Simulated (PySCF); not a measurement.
```xyz
3

Hf    0.0000    0.0000   -0.5483
Cl    1.7143    0.0000    0.8340
Cl   -1.7143    0.0000    0.8340
```

Core potentials replace the inner electrons of Hf.

Theory: PySCF 2.14.0, RKS PBE0, Hf def2-SVP with ECP60, Cl def2-SVP; non-relativistic Hamiltonian with scalar-relativistic core potentials where named; density fitting.

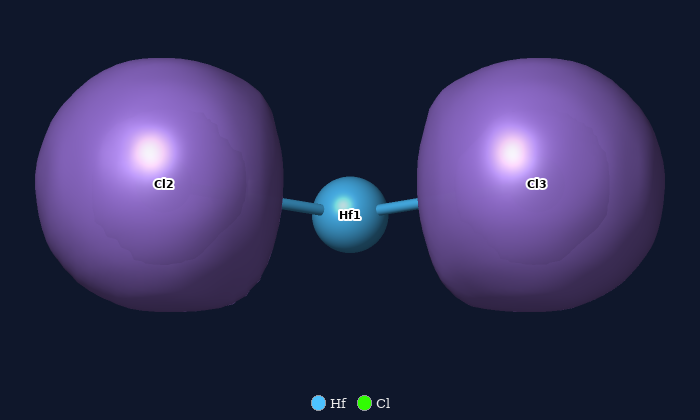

Cl₂Hf (charge +2). Isosurface of the ELF at 0.75 (purple), seen from one side. Only the valence region is drawn (cores and ρ < 0.01 e/Å³ removed).

**Where are the electrons localised?**

At this value the surface marks out two regions wrapped around Cl (the valence shell of each). Along the contacts the grid gives the following. Hf–Cl (2.20 Å): the ELF peaks at about 0.80 in the valence shell of Cl, 0.8 Å from its nucleus, and is about 0.40 at the midpoint.
